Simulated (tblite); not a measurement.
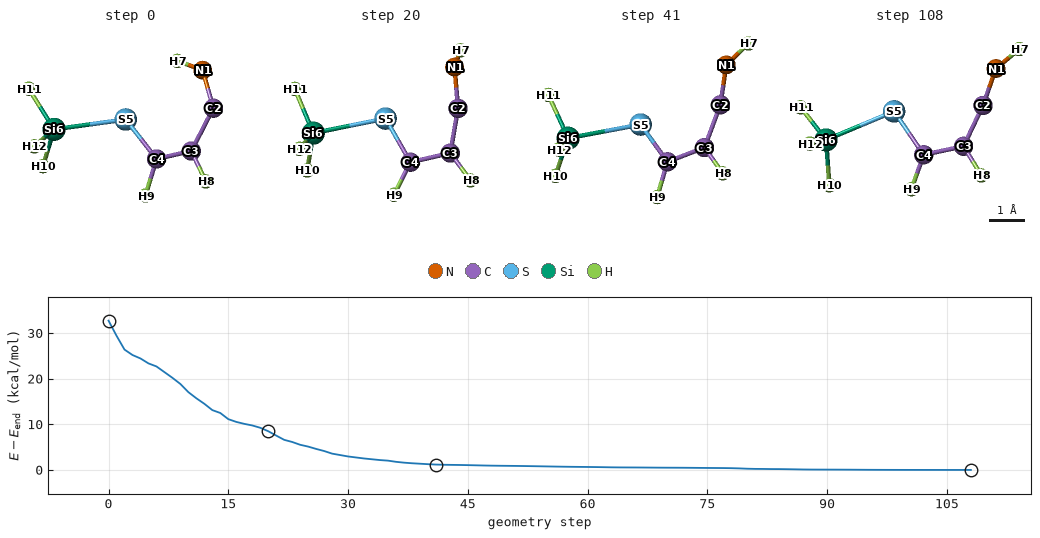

Frames of a relaxation of C₃H₆NSSi (multiplicity 2), marked on the history of the run. The picture is a ball-and-stick view, seen at a tilt.

All numbers below come from tblite 0.8.0, GFN2-xTB geometry optimisation, gas phase. 

Describe the path.

The energy falls by 32.7 kcal/mol in 108 geometry steps. H7 moves most after the best rigid fit: 1.97 Å. By element the largest moves are H 1.97 Å, N 0.67 Å, C 0.47 Å, S 0.41 Å, Si 0.39 Å. Some distances before and after: C2–C3 1.441 → 1.332 Å, C3–C4 1.297 → 1.391 Å, C4–H9 1.119 → 1.075 Å, S5–Si6 2.110 → 2.152 Å. Among the angles between lasting bonds that change: N1–C2–C3 124.9° → 167.0°, C4–S5–Si6 114.9° → 100.5°, S5–Si6–H11 113.1° → 103.0°. Groups turn about S5–Si6 by about 25°. From step 0 to 20: H7 moves most (0.74 Å), energy −24.3 kcal/mol. From step 20 to 41: H7 moves most (1.01 Å), energy −7.31 kcal/mol. From step 41 to 108: H10 moves most (0.60 Å), energy −1.18 kcal/mol.
